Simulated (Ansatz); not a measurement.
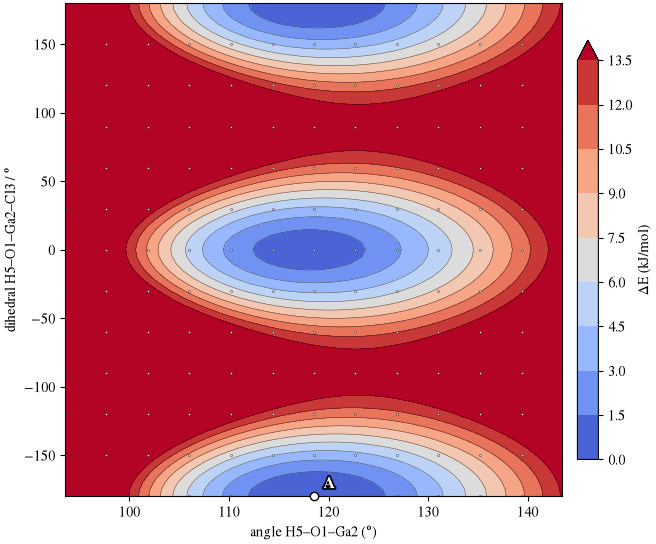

BrClGaHO, SMILES [OH][Ga]([Cl])[Br]. First axis: angle H5–O1–Ga2. Second axis: dihedral H5–O1–Ga2–Cl3. Nothing is relaxed (all other coordinates rigid). The scan uses a 13 × 12 grid; 91 points were computed and 65 follow by symmetry. Points are written as (first, second). All energies are given in kJ/mol relative to the lowest grid point. Computed with RHF/def2-TZVP (Ansatz).

In the figure: filled contours, dots at the grid points, one colour for all values above the top of the scale, the well A. Between grid points the surface is interpolated.

### Where is the minimum, and how stiff is the well along each coordinate? Take the well at A.

The interpolated minimum is at angle H5–O1–Ga2 ≈ 118.5°, dihedral H5–O1–Ga2–Cl3 ≈ −180°. The curvatures there are about 2.2 eV/rad² and 0.32 eV/rad², with a cross term of about 0 eV/rad². Round the minimum the two coordinates are nearly uncoupled. (1 eV is 96.5 kJ/mol.)
